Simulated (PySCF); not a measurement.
C₇H₁₅, SMILES [CH2]CCCCCC, doublet at its GFN2-xTB optimised geometry (Å):

```
22

C     -3.2692     2.3355     0.0000
C     -2.7210     0.9719     0.0000
C     -1.1711     0.9719     0.0000
C     -0.6071    -0.4451    -0.0005
C      0.9201    -0.4490    -0.0011
C      1.4903    -1.8655     0.0022
C      3.0141    -1.8629    -0.0012
H     -3.3993     2.8702     0.9209
H     -3.3722     2.8799    -0.9186
H     -3.0521     0.4283    -0.8891
H     -3.0538     0.4273     0.8875
H     -0.8181     1.5088     0.8826
H     -0.8179     1.5097    -0.8820
H     -0.9696    -0.9792    -0.8821
H     -0.9690    -0.9796     0.8813
H      1.2831     0.0874     0.8789
H      1.2823     0.0829    -0.8840
H      1.1264    -2.4027    -0.8767
H      1.1305    -2.3968     0.8863
H      3.3993    -2.8799     0.0001
H      3.3925    -1.3536    -0.8850
H      3.3967    -1.3496     0.8784
```

Calculation: unrestricted CAM-B3LYP/def2-SVP run with PySCF. Cells within 0.4 Å of a nucleus heavier than hydrogen are left out (blank, or x).

Map of the spin density (e/bohr³) on the plane z = 0.0 Å:

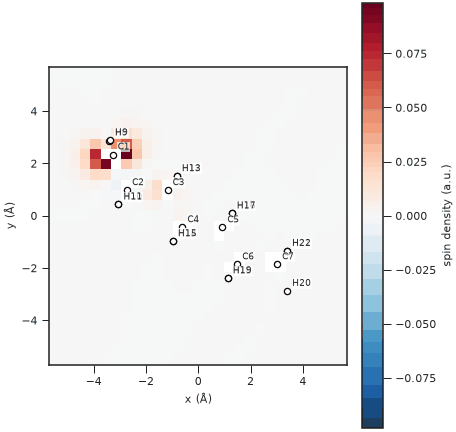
Spin density (e/bohr³) on the plane z = 0.0 Å.
